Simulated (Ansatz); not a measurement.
# AlNi (Cmmm): convergence test of the plane-wave cutoff

How high a cutoff does AlNi (Cmmm) need? The task is a convergence test of the plane-wave cutoff, for AlNi (Cmmm).

All numbers are computed with Ansatz 0.2.0, driven from Python. Level of theory: DFT r2SCAN, plane waves, PAW.

## Step 1: The system

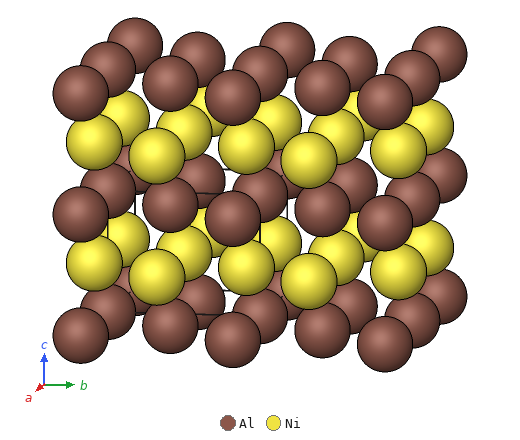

The structure that the script starts from, seen slightly off an axis (aluminium brown, nickel yellow). 2×2×2 cells are drawn. The cell is the conventional one. Atoms on cell faces are repeated.

alni.extxyz, read by the script:

```xyz
2
Lattice="1.938694 -1.95319015 0.0 1.938694 1.95319015 0.0 0.0 0.0 3.09943004" Properties=species:S:1:pos:R:3:initial_magmoms:R:1 pbc="T T T"
Al    0.00000000    0.00000000    0.00000000  0.00
Ni    1.93869400    0.00000000    1.54971502  1.00
```

## Step 2: The script

alni.py

```python
"""Cutoff test for AlNi."""

import ansatz as az
import matplotlib.pyplot as plt

crystal = az.Crystal.from_extxyz("alni.extxyz")

job = (
    crystal.calculation()
    .functional("r2scan")
    .kpoints(spacing=0.22)
    .occupations("Fermi-Dirac")
    .spin("collinear")
    .stress()
)

rows = []
for value in [250, 350, 450, 550]:
    rep = job.basis(value).run().report
    rows.append((value, rep["free_energy_ev"] / len(rep["lattice"]["sites"]), rep["n_iterations"], sum(rep["stress_gpa"][i][i] for i in range(3)) / 3, rep["magnetization_mub"], rep["n_pw"]))

print(" cutoff (eV)   F/atom (eV)    iterations       P (GPa)  moment (muB)   plane waves")
for row in rows:
    print(f"{str(row[0]):>12s}  {row[1]:12.5f}  {row[2]:12d}  {row[3]:12.3f}  {row[4]:12.3f}  {row[5]:12d}")

# the last row is the reference
for row in rows[:-1]:
    shift = 1000 * (row[1] - rows[-1][1])
    print(f"{row[0]}: {shift:+.2f} meV/atom" + ("  (within 5 meV)" if abs(shift) < 5 else ""))
plt.figure(figsize=(4.5, 3))
plt.plot([str(row[0]) for row in rows], [1000 * (row[1] - rows[-1][1]) for row in rows], "o-")
plt.xlabel("cutoff (eV)")
plt.ylabel("F - F(last) (meV/atom)")
plt.tight_layout()
plt.savefig("ecut.png", dpi=100)
```

## Step 3: What the engine is handed

The package turns the script's settings into the engine's input (first run):

```yaml
crystal:
  lattice:
    - [1.938694, -1.95319015, 0.0]
    - [1.938694, 1.95319015, 0.0]
    - [0.0, 0.0, 3.09943004]
  atoms:
    - { symbol: Al, position: [0.0, 0.0, 0.0], spin: 0.0 }
    - { symbol: Ni, position: [0.5, 0.5, 0.5], spin: 1.0 }
basis:
  ecutwfc: 250.0
kpoints:
  mp_grid:
    kspacing: 0.22
hamiltonian:
  xc: r2scan
magnetization:
  spin_polarized: true
scf:
  occupations:
    method: fermi_dirac
output:
  stress: true
```

## Step 4: The run

Launch:

```
$ python alni.py
```

What it wrote:

```text
DeckWarning: basis.ecutwfc = 250 eV is below the records' recommended 500 eV, and the density's cutoff is lower with it unless basis.ecutrho_ratio is high enough to keep the records' density cutoff: compare with a run at a higher cutoff
RunWarning: the starting moments were not kept: the SCF closed with an absolute magnetisation of 1.5e-5 μB, where they sum to 1 μB in size (1 site). That is at most 0.1 of that sum. Measured as dr2_m measures the in/out step, that magnetisation stands 5.8e-10 eV from none, at or under the dr2_threshold of 1.0e-7 eV: it is no larger than a step whose dr2_m would equal this threshold. The system may hold no moment; this SCF shows only that its start led to no more than that. To try another start: raise the starting moments (crystal.atoms[].spin, magnetization.per_species, magnetization.initial_magnetization, or on a non-collinear deck that types none of these the spinor_matrix: blocks that [...]
DeckWarning: basis.ecutwfc = 350 eV is below the records' recommended 500 eV, and the density's cutoff is lower with it unless basis.ecutrho_ratio is high enough to keep the records' density cutoff: compare with a run at a higher cutoff
DeckWarning: basis.ecutwfc = 450 eV is below the records' recommended 500 eV, and the density's cutoff is lower with it unless basis.ecutrho_ratio is high enough to keep the records' density cutoff: compare with a run at a higher cutoff
 cutoff (eV)   F/atom (eV)    iterations       P (GPa)  moment (muB)   plane waves
         250   -3192.26355            22         1.425         0.000           211
         350   -3193.49803            20         0.785         0.000           353
         450   -3193.50974            22         0.635         0.000           503
         550   -3193.51185            20         0.655        -0.000           679
250: +1248.31 meV/atom
350: +13.82 meV/atom
450: +2.11 meV/atom  (within 5 meV)
```

(Warnings from the package without file and line, shortened, repeats left out.)

Run time: 2.2 min. Hardware: 1 thread of Intel Xeon at 2.80GHz (Skylake/Cascade Lake), shared host; peak memory 0.67 GiB.

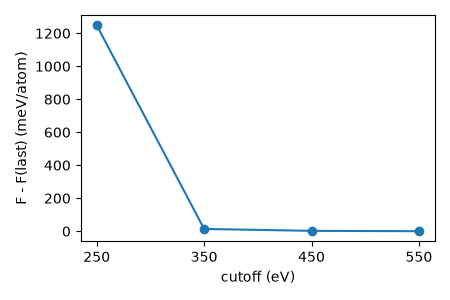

The script's own figure, ecut.png.

## Step 5: Inputs of later runs

The engine's inputs for the other runs:

Run 2, against run 1:

```diff
@@ -10 +10 @@
-  ecutwfc: 250.0
+  ecutwfc: 350.0
```

Run 3, against run 1:

```diff
@@ -10 +10 @@
-  ecutwfc: 250.0
+  ecutwfc: 450.0
```

Run 4, against run 1:

```diff
@@ -10 +10 @@
-  ecutwfc: 250.0
+  ecutwfc: 550.0
```

## Step 6: Run by run

The 4 runs, in the order started:

| run | cutoff (eV) | energy from run 4 (meV/atom) | pressure (GPa) | SCF cycles | CPU time (s) |
| --- | --- | --- | --- | --- | --- |
| 1 | 250 | 1248.31 | 1.42 | 22 | 21 |
| 2 | 350 | 13.82 | 0.78 | 20 | 29 |
| 3 | 450 | 2.11 | 0.63 | 22 | 36 |
| 4 | 550 | 0.00 | 0.66 | 20 | 45 |

Energies are free energies F = E - TS of the smeared occupations. 

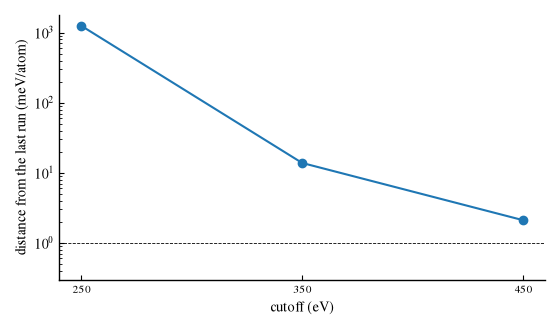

How far each run lies from the last one; the dashed line marks 1 meV/atom.

## Step 7: What came out

```
                              quantity           value
                         runs compared               4
       last run but one, from the last  +2.11 meV/atom
within 5 meV/atom of the last run from             450
```

What this shows: Runs 1, 2, 3: each has a cutoff under the recommended one, so what rests on them isn't a property of the system. From 450 eV on it stays within 5 meV an atom of the value at 550 eV; the first row (250 eV) is off by 1248.3 meV and the last but one by 2.11 meV. The energy falls steadily, as expected when plane waves are added. The pressure moves from 1.42 to 0.66 GPa (the program's stress holds a Pulay correction, so it settles early). The last run costs about 2.2 times the first. Notes:
- The SCF didn't keep the moments it started from (some shrank, vanished or turned); what is printed is the state reached.
- The mesh is modest for a metal, so energies can be off by several to tens of meV an atom and pressures by half a GPa or more; differences at equal mesh fare better.
- The overall sign of a collinear moment is arbitrary, and semilocal functionals can give small moments to compounds that are paramagnetic.
- Within a few hundredths of an angstrom the cell has the higher group P4/mmm; the lower one is a small distortion.
- Pressure is positive in compression.
- r2SCAN tends to overestimate the moments of itinerant magnets.
- This cell is a computed structure, which may not be the phase found in nature.
- Shifts are counted from the last row, which is itself no proven limit. The starting moments were not kept in at least one run, so it stands on a weaker or other magnetic state than the one typed.
